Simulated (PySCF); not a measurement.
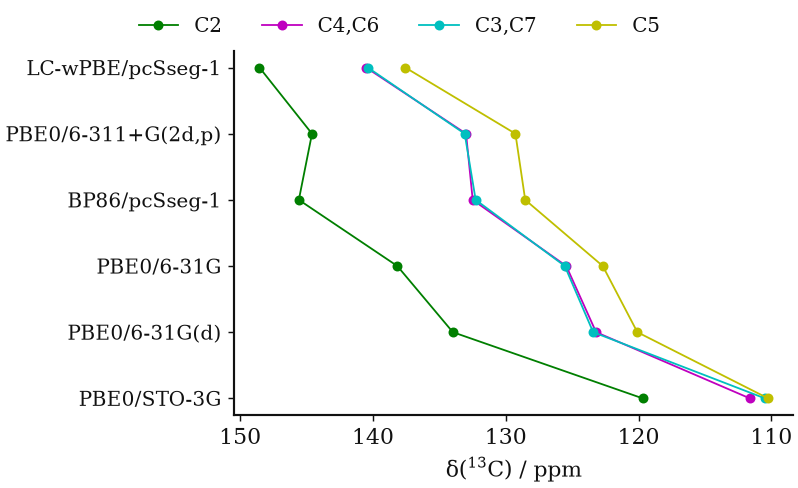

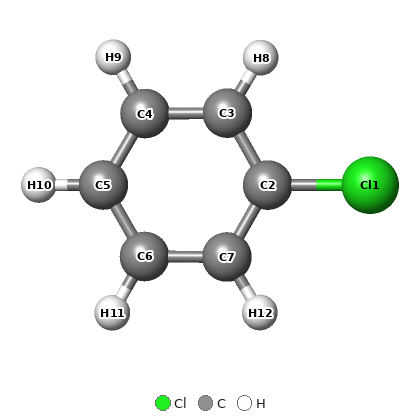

GIAO ¹³C shifts of C₆H₅Cl (chlorobenzene), SMILES Clc1ccccc1 at several levels, one geometry, PySCF, at a PBE0-D3(BJ)/def2-SVP geometry (no frequency check); values of one conformer, averaged over methyl-type rotors and exact or near symmetry; each against TMS at the same level.

Question: How much does each signal move over these levels?

Answer:
```tsv
atoms	lowest	highest	spread (ppm)
C2	119.7	148.5	28.8
C4, C6	111.6	140.5	28.9
C3, C7	110.5	140.4	29.9
C5	110.2	137.6	27.3
```

Question: Do all levels give the signals in the same order?

Answer: No, some signals change places between levels.
